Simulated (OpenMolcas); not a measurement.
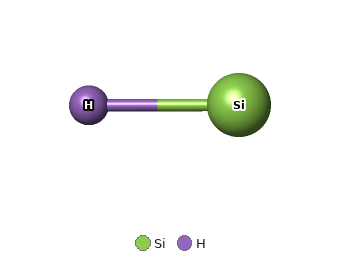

The molecule at the reference distance of 1.587 Å.

# Relativistic diatomic calculation: SiH⁻ (part 1 of 2)

SiH⁻. Computed at this level: SA-CASSCF(6,5)/XMS-CASPT2 + RASSI spin-orbit (X2C scalar, AMFI), ANO-RCC-VTZP (OpenMolcas).

## The program's output (extracts)
```
++    Wave function specifications:
      Number of closed shell electrons          10
      Number of electrons in active shells       6
      Number of inactive orbitals                5
      Number of active orbitals                  5
      Number of secondary orbitals              38
      Spin quantum number                      1.0
      State symmetry                             1
++    Orbital specifications:
      Symmetry species                           1   2
                                                 a   b
      Frozen orbitals                            0   0
      Inactive orbitals                          3   2
      Active orbitals                            3   2
      RAS2 orbitals                              3   2
      Secondary orbitals                        20  18
      Number of basis functions                 26  22
      printout of CI-coefficients larger than  0.15 for root  1
      energy=    -290.045862
      conf/sym  111 22     Coeff  Weight
             6  022 uu   0.99333 0.98670
      printout of CI-coefficients larger than  0.15 for root  2
      energy=    -289.927629
      conf/sym  111 22     Coeff  Weight
             5  ud2 uu   0.79049 0.62487
            16  uu2 du  -0.47699 0.22752
            17  uu2 ud   0.33728 0.11376
      printout of CI-coefficients larger than  0.15 for root  3
      energy=    -289.870964
      conf/sym  111 22     Coeff  Weight
            15  uu2 20   0.70693 0.49975
            18  uu2 02  -0.70693 0.49975
      printout of CI-coefficients larger than  0.15 for root  4
      energy=    -289.870964
      conf/sym  111 22     Coeff  Weight
            16  uu2 du  -0.57721 0.33317
            17  uu2 ud  -0.81629 0.66633
      printout of CI-coefficients larger than  0.15 for root  5
      energy=    -289.862455
      conf/sym  111 22     Coeff  Weight
             5  ud2 uu   0.57982 0.33620
            16  uu2 du   0.65011 0.42265
            17  uu2 ud  -0.45970 0.21132
      printout of CI-coefficients larger than  0.15 for root  6
      energy=    -289.847142
      conf/sym  111 22     Coeff  Weight
            15  uu2 20   0.69895 0.48853
            18  uu2 02   0.69895 0.48853
      Natural orbitals and occupation numbers for root  1
      sym 1:   0.001159   1.998932   1.999908
      sym 2:   1.000000   1.000000
      Natural orbitals and occupation numbers for root  2
      sym 1:   0.896122   1.104144   1.999734
      sym 2:   1.000000   1.000000
      Natural orbitals and occupation numbers for root  3
      sym 1:   1.000000   1.000000   2.000000
      sym 2:   1.000000   1.000000
      Natural orbitals and occupation numbers for root  4
      sym 1:   1.000000   1.000000   2.000000
      sym 2:   1.000000   1.000000
      Natural orbitals and occupation numbers for root  5
      sym 1:   0.967400   1.033984   1.998616
      sym 2:   1.000000   1.000000
      Natural orbitals and occupation numbers for root  6
      sym 1:   1.000000   0.991917   1.964141
      sym 2:   1.021971   1.021971
      RASSCF energy for state  6                   -289.84714170
::    RASSCF root number  1 Total energy:   -290.04586178
::    RASSCF root number  2 Total energy:   -289.92762927
::    RASSCF root number  3 Total energy:   -289.87096354
::    RASSCF root number  4 Total energy:   -289.87096354
::    RASSCF root number  5 Total energy:   -289.86245489
::    RASSCF root number  6 Total energy:   -289.84714170
      Von Neumann Entropy (Root   1) =  1.00707
++    Wave function specifications:
      Number of closed shell electrons           6
      Number of electrons in active shells       6
      Number of inactive orbitals                3
      Number of active orbitals                  5
      Number of secondary orbitals              38
      Spin quantum number                      1.0
      State symmetry                             1
      Number of CSFs                            21
      Number of CASSCF root(s) available         6
      CASPT2 state passed to geometry opt.       6
      A file JOBMIX will be created
      This is a MULTI-STATE CASSCF reference
      Number of CI roots used                    6
      These are:                                 1   2   3   4   5   6
      Off-diagonal elements of Heff are computed
  FINAL CASPT2 RESULT:
      Reference energy:        -290.0458617841
      E2 (Non-variational):      -0.1387956741
      Shift correction:          -0.0035612960
      E2 (Variational):          -0.1423569701
      Total energy:            -290.1882187541
      Reference weight:           0.91882
  FINAL CASPT2 RESULT:
      Reference energy:        -289.9276292732
      E2 (Non-variational):      -0.1012027281
      Shift correction:          -0.0027742547
      E2 (Variational):          -0.1039769828
      Total energy:            -290.0316062560
      Reference weight:           0.93952
  FINAL CASPT2 RESULT:
      Reference energy:        -289.8709635388
      E2 (Non-variational):      -0.1158849284
      Shift correction:          -0.0031552144
      E2 (Variational):          -0.1190401428
      Total energy:            -289.9900036816
      Reference weight:           0.92931
  FINAL CASPT2 RESULT:
      Reference energy:        -289.8709635388
      E2 (Non-variational):      -0.1158951251
      Shift correction:          -0.0031571386
      E2 (Variational):          -0.1190522636
      Total energy:            -289.9900158024
      Reference weight:           0.92929
  FINAL CASPT2 RESULT:
      Reference energy:        -289.8624548870
      E2 (Non-variational):      -0.1135792069
      Shift correction:          -0.0026986418
      E2 (Variational):          -0.1162778487
      Total energy:            -289.9787327356
      Reference weight:           0.93291
  FINAL CASPT2 RESULT:
      Reference energy:        -289.8471416981
      E2 (Non-variational):      -0.1090975354
      Shift correction:          -0.0023900456
      E2 (Variational):          -0.1114875810
      Total energy:            -289.9586292791
      Reference weight:           0.93702
       Total XMS-CASPT2 energies:
::    XMS-CASPT2 Root  1     Total energy:   -290.18789772
::    XMS-CASPT2 Root  2     Total energy:   -290.03181232
::    XMS-CASPT2 Root  3     Total energy:   -289.99001580
::    XMS-CASPT2 Root  4     Total energy:   -289.99000368
::    XMS-CASPT2 Root  5     Total energy:   -289.97884771
::    XMS-CASPT2 Root  6     Total energy:   -289.95862928
++    Wave function specifications:
      Number of closed shell electrons          10
      Number of electrons in active shells       6
      Number of inactive orbitals                5
      Number of active orbitals                  5
      Number of secondary orbitals              38
      Spin quantum number                      0.0
      State symmetry                             1
      printout of CI-coefficients larger than  0.15 for root  1
      energy=    -290.020079
      conf/sym  111 22     Coeff  Weight
            22  022 ud   0.99599 0.99199
      printout of CI-coefficients larger than  0.15 for root  2
      energy=    -290.020079
      conf/sym  111 22     Coeff  Weight
            21  022 20   0.70427 0.49599
            23  022 02  -0.70427 0.49599
      printout of CI-coefficients larger than  0.15 for root  3
      energy=    -290.003949
      conf/sym  111 22     Coeff  Weight
            21  022 20   0.69019 0.47637
            23  022 02   0.69019 0.47637
      printout of CI-coefficients larger than  0.15 for root  4
      energy=    -289.858846
      conf/sym  111 22     Coeff  Weight
            17  ud2 20  -0.70352 0.49493
            19  ud2 02   0.70352 0.49493
      printout of CI-coefficients larger than  0.15 for root  5
      energy=    -289.858846
      conf/sym  111 22     Coeff  Weight
            18  ud2 ud   0.99492 0.98987
      printout of CI-coefficients larger than  0.15 for root  6
      energy=    -289.851872
      conf/sym  111 22     Coeff  Weight
            11  u2u dd  -0.15029 0.02259
            25  uu2 dd  -0.98828 0.97670
      printout of CI-coefficients larger than  0.15 for root  7
      energy=    -289.835225
      conf/sym  111 22     Coeff  Weight
            17  ud2 20   0.69730 0.48623
            19  ud2 02   0.69730 0.48623
      Natural orbitals and occupation numbers for root  1
      sym 1:   0.000459   1.999981   1.999560
      sym 2:   1.000000   1.000000
      Natural orbitals and occupation numbers for root  2
      sym 1:   0.000459   1.999981   1.999560
      sym 2:   1.000000   1.000000
      Natural orbitals and occupation numbers for root  3
      sym 1:   0.001045   1.921617   1.998391
      sym 2:   1.039474   1.039473
      Natural orbitals and occupation numbers for root  4
      sym 1:   0.880707   1.119406   1.999887
      sym 2:   1.000000   1.000000
      Natural orbitals and occupation numbers for root  5
      sym 1:   0.880707   1.119406   1.999887
      sym 2:   1.000000   1.000000
      Natural orbitals and occupation numbers for root  6
      sym 1:   1.000000   1.000000   2.000000
      sym 2:   1.000000   1.000000
      Natural orbitals and occupation numbers for root  7
      sym 1:   0.885666   1.106872   1.970854
      sym 2:   1.018304   1.018304
      RASSCF energy for state  7                   -289.83522512
::    RASSCF root number  1 Total energy:   -290.02007928
::    RASSCF root number  2 Total energy:   -290.02007928
::    RASSCF root number  3 Total energy:   -290.00394885
::    RASSCF root number  4 Total energy:   -289.85884588
::    RASSCF root number  5 Total energy:   -289.85884588
::    RASSCF root number  6 Total energy:   -289.85187241
::    RASSCF root number  7 Total energy:   -289.83522512
      Von Neumann Entropy (Root   1) =  1.00311
++    Wave function specifications:
      Number of closed shell electrons           6
      Number of electrons in active shells       6
      Number of inactive orbitals                3
      Number of active orbitals                  5
      Number of secondary orbitals              38
      Spin quantum number                      0.0
      State symmetry                             1
      Number of CSFs                            28
      Number of CASSCF root(s) available         7
      CASPT2 state passed to geometry opt.       7
      A file JOBMIX will be created
      This is a MULTI-STATE CASSCF reference
      Number of CI roots used                    7
      These are:                                 1   2   3   4   5   6   7
      Off-diagonal elements of Heff are computed
  FINAL CASPT2 RESULT:
      Reference energy:        -290.0200792806
      E2 (Non-variational):      -0.1388055553
      Shift correction:          -0.0033131523
      E2 (Variational):          -0.1421187076
      Total energy:            -290.1621979882
      Reference weight:           0.91955
  FINAL CASPT2 RESULT:
      Reference energy:        -290.0200792806
      E2 (Non-variational):      -0.1387930913
      Shift correction:          -0.0033098735
      E2 (Variational):          -0.1421029647
      Total energy:            -290.1621822453
      Reference weight:           0.91958
  FINAL CASPT2 RESULT:
      Reference energy:        -290.0039488513
      E2 (Non-variational):      -0.1347393515
      Shift correction:          -0.0037201881
      E2 (Variational):          -0.1384595396
      Total energy:            -290.1424083908
      Reference weight:           0.91954
  FINAL CASPT2 RESULT:
      Reference energy:        -289.8588458818
      E2 (Non-variational):      -0.1205565141
      Shift correction:          -0.0041303677
      E2 (Variational):          -0.1246868818
      Total energy:            -289.9835327636
      Reference weight:           0.92086
  FINAL CASPT2 RESULT:
      Reference energy:        -289.8588458818
      E2 (Non-variational):      -0.1205754214
      Shift correction:          -0.0041365716
      E2 (Variational):          -0.1247119930
      Total energy:            -289.9835578748
      Reference weight:           0.92082
  FINAL CASPT2 RESULT:
      Reference energy:        -289.8518724139
      E2 (Non-variational):      -0.1180032909
      Shift correction:          -0.0034448510
      E2 (Variational):          -0.1214481419
      Total energy:            -289.9733205559
      Reference weight:           0.92489
  FINAL CASPT2 RESULT:
      Reference energy:        -289.8352251151
      E2 (Non-variational):      -0.1152239981
      Shift correction:          -0.0032044470
      E2 (Variational):          -0.1184284451
      Total energy:            -289.9536535601
      Reference weight:           0.92791
       Total XMS-CASPT2 energies:
::    XMS-CASPT2 Root  1     Total energy:   -290.16203414
::    XMS-CASPT2 Root  2     Total energy:   -290.16201856
::    XMS-CASPT2 Root  3     Total energy:   -290.14224598
::    XMS-CASPT2 Root  4     Total energy:   -289.98372173
::    XMS-CASPT2 Root  5     Total energy:   -289.98369645
::    XMS-CASPT2 Root  6     Total energy:   -289.97332056
::    XMS-CASPT2 Root  7     Total energy:   -289.95381597
++    Wave function specifications:
      Number of closed shell electrons          10
      Number of electrons in active shells       6
      Number of inactive orbitals                5
      Number of active orbitals                  5
      Number of secondary orbitals              38
      Spin quantum number                      1.0
      State symmetry                             2
      printout of CI-coefficients larger than  0.15 for root  1
      energy=    -289.986986
      conf/sym  111 22     Coeff  Weight
             6  u22 0u   0.99085 0.98178
      printout of CI-coefficients larger than  0.15 for root  2
      energy=    -289.986986
      conf/sym  111 22     Coeff  Weight
             5  u22 u0   0.99085 0.98178
      printout of CI-coefficients larger than  0.15 for root  3
      energy=    -289.936353
      conf/sym  111 22     Coeff  Weight
            21  0u2 2u   0.99873 0.99747
      printout of CI-coefficients larger than  0.15 for root  4
      energy=    -289.936353
      conf/sym  111 22     Coeff  Weight
            22  0u2 u2  -0.99873 0.99747
      Natural orbitals and occupation numbers for root  1
      sym 1:   0.998738   1.968588   1.999084
      sym 2:   0.033589   1.000000
      Natural orbitals and occupation numbers for root  2
      sym 1:   0.998738   1.968588   1.999084
      sym 2:   1.000000   0.033589
      Natural orbitals and occupation numbers for root  3
      sym 1:   0.002081   1.001248   1.999671
      sym 2:   1.997000   1.000000
      Natural orbitals and occupation numbers for root  4
      sym 1:   0.002081   1.001248   1.999671
      sym 2:   1.000000   1.997000
      RASSCF energy for state  4                   -289.93635288
::    RASSCF root number  1 Total energy:   -289.98698633
::    RASSCF root number  2 Total energy:   -289.98698633
::    RASSCF root number  3 Total energy:   -289.93635288
::    RASSCF root number  4 Total energy:   -289.93635288
      Von Neumann Entropy (Root   1) =  1.12244
++    Wave function specifications:
      Number of closed shell electrons           6
      Number of electrons in active shells       6
      Number of inactive orbitals                3
      Number of active orbitals                  5
      Number of secondary orbitals              38
      Spin quantum number                      1.0
      State symmetry                             2
      Number of CSFs                            24
      Number of CASSCF root(s) available         4
      CASPT2 state passed to geometry opt.       4
      A file JOBMIX will be created
      This is a MULTI-STATE CASSCF reference
      Number of CI roots used                    4
      These are:                                 1   2   3   4
      Off-diagonal elements of Heff are computed
  FINAL CASPT2 RESULT:
      Reference energy:        -289.9869863252
 SPIN-FREE ENERGIES:
  (Shifted by EMIN (a.u.) =       -290.1878977167)
 SF State       Relative EMIN(au)   Rel lowest level(eV)    D:o, cm**(-1)      Abs_M
     1             0.0000000000        0.0000000000              0.0000         0.0
     7             0.0258635795        0.7037838522           5676.3996         2.0
     8             0.0258791534        0.7042076380           5679.8176         2.0
     9             0.0456517344        1.2422469768          10019.3976         0.0
    14             0.0900953903        2.4516204656          19773.6526         1.0
    15             0.0900953932        2.4516205437          19773.6532         1.0
    18             0.0950871566        2.5874533462          20869.2186         1.0
    19             0.0950871566        2.5874533462          20869.2186         1.0
    16             0.1097874556        2.9874688606          24095.5614         1.0
    17             0.1097874703        2.9874692580          24095.5646         1.0
    20             0.1474286367        4.0117375760          32356.8457         1.0
    21             0.1474286379        4.0117376089          32356.8459         1.0
    22             0.1484020832        4.0382264046          32570.4925         0.0
     2             0.1560853935        4.2472999303          34256.7842         0.0
     3             0.1978819143        5.3846412003          43430.0602         2.0
     4             0.1978940351        5.3849710238          43432.7204         2.0
    10             0.2041759909        5.5559117499          44811.4503         2.0
    11             0.2042012711        5.5565996608          44816.9987         2.0
     5             0.2090500108        5.6885405885          45881.1741         0.0
    12             0.2145771608        5.8389420028          47094.2433         0.0
     6             0.2292684376        6.2387120091          50318.6058         0.0
    13             0.2340817480        6.3696888591          51375.0054         0.0
```

(Continued in part 2.) Outcome of the run: converged; whether the anion is bound against detachment isn't tested.
